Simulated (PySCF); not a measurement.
**C$_{7}$H$_{14}$FNSi: density, localisation and related maps**

```yaml
atoms:
  - { symbol: F, position_ang: [-4.3482, 0.9749, -0.5973] }
  - { symbol: C, position_ang: [-2.9777, 1.0837, -0.7269] }
  - { symbol: Si, position_ang: [-2.1706, -0.6238, -0.4133] }
  - { symbol: C, position_ang: [-1.1163, -0.9968, 1.1321] }
  - { symbol: C, position_ang: [0.0824, -1.2057, 0.1911] }
  - { symbol: C, position_ang: [1.3364, -0.4360, 0.5829] }
  - { symbol: C, position_ang: [2.4722, -0.4217, -0.4594] }
  - { symbol: C, position_ang: [2.3710, 1.1083, -0.5496] }
  - { symbol: C, position_ang: [1.2398, 1.0975, 0.4896] }
  - { symbol: N, position_ang: [-0.5669, -0.7065, -1.0177] }
  - { symbol: H, position_ang: [-2.7961, 1.4384, -1.7435] }
  - { symbol: H, position_ang: [-2.6652, 1.8612, -0.0273] }
  - { symbol: H, position_ang: [-3.1654, -1.6502, -0.7485] }
  - { symbol: H, position_ang: [-1.3800, -1.8805, 1.7016] }
  - { symbol: H, position_ang: [-0.9511, -0.1772, 1.8243] }
  - { symbol: H, position_ang: [0.3373, -2.2697, 0.0955] }
  - { symbol: H, position_ang: [1.6553, -0.7963, 1.5636] }
  - { symbol: H, position_ang: [3.4263, -0.7893, -0.0874] }
  - { symbol: H, position_ang: [2.2362, -0.9480, -1.3821] }
  - { symbol: H, position_ang: [3.2692, 1.6342, -0.2321] }
  - { symbol: H, position_ang: [2.0766, 1.4820, -1.5278] }
  - { symbol: H, position_ang: [0.2822, 1.4446, 0.1081] }
  - { symbol: H, position_ang: [1.4706, 1.6219, 1.4144] }
  - { symbol: H, position_ang: [-0.1294, -0.8253, -1.9160] }
```

Geometry: GFN2-xTB.

Level of theory: PBE0/pcSseg-1, SCF density, gas phase, non-relativistic in PySCF 2.14.0.

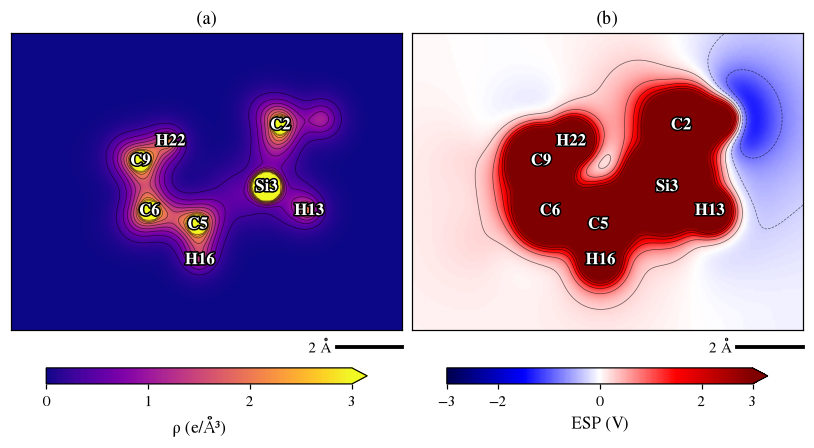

Figure 1. (a) total electron density; (b) molecular electrostatic potential on the plane of atoms C5, C6 and C9.

> What does the map show?

- The plane passes through C, Si and H nuclei.
- C–C (1.52 Å): ρ is about 1.7 e/Å³ halfway.
- C–Si (1.91 Å): ρ is about 0.95 e/Å³ halfway.
- C–H (1.10 Å): ρ is about 2 e/Å³ halfway.
- Outside the dense part of the molecule the potential is most negative (−1.3 V) near F1, which lies off the plane.

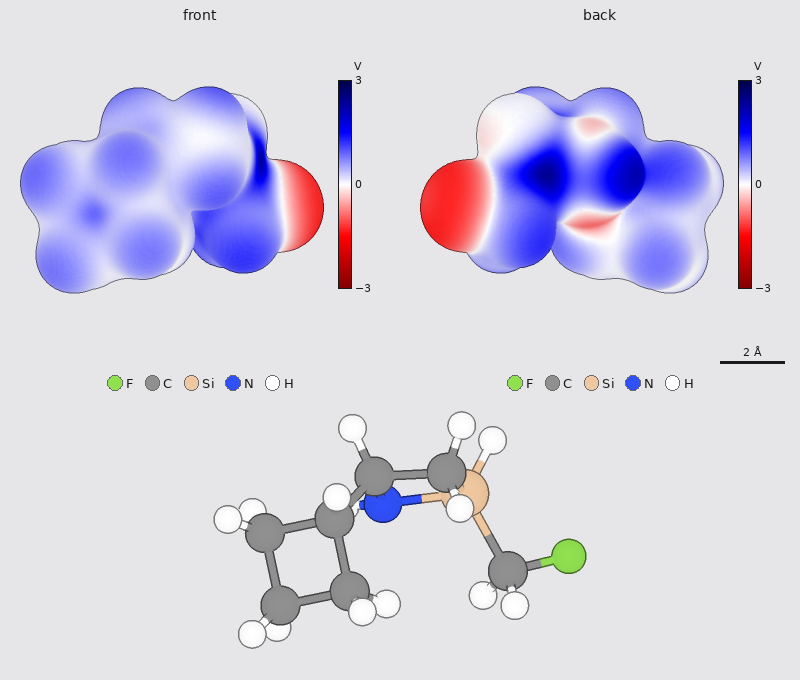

Figure 2. The electrostatic potential painted on the density surface at 0.004 e/bohr³, seen from the front and from behind; red is negative and blue positive. The bare structure is drawn below in the same view.

> Describe the electrostatic potential map.

The most negative region (about −1.3 V) lies over F1, the most positive (about +2.1 V) over Si3 and H24.
